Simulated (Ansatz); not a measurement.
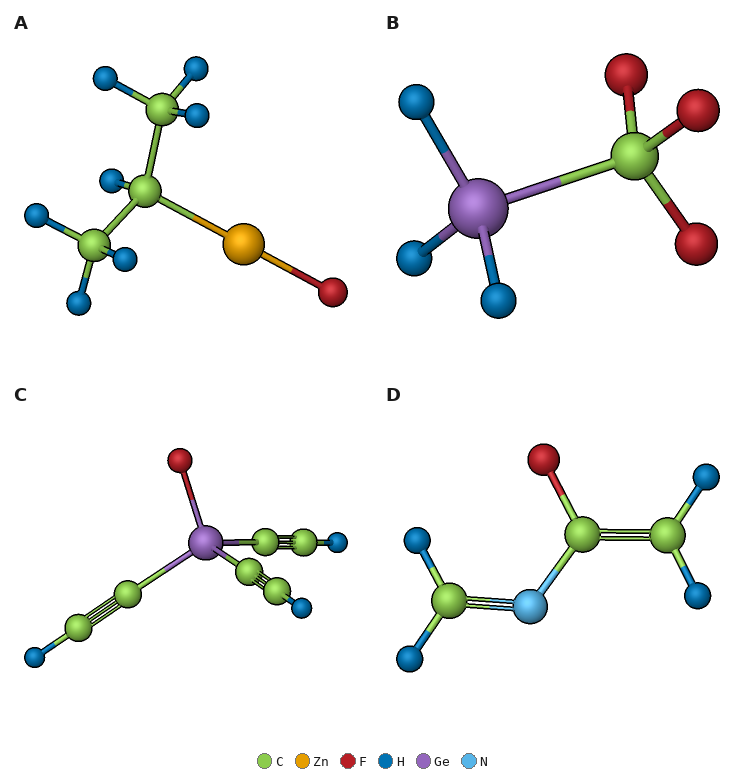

Simulated data, not a measurement (program: Ansatz).

Which panel belongs to which SMILES?
(1) C#[C][Ge]([F])([C]#C)[C]#C
(2) C[CH](C)[Zn][F]
(3) C=NC(=C)F
(4) F[C](F)(F)[GeH3]

Answer. A is (2), B is (4), C is (1), D is (3).
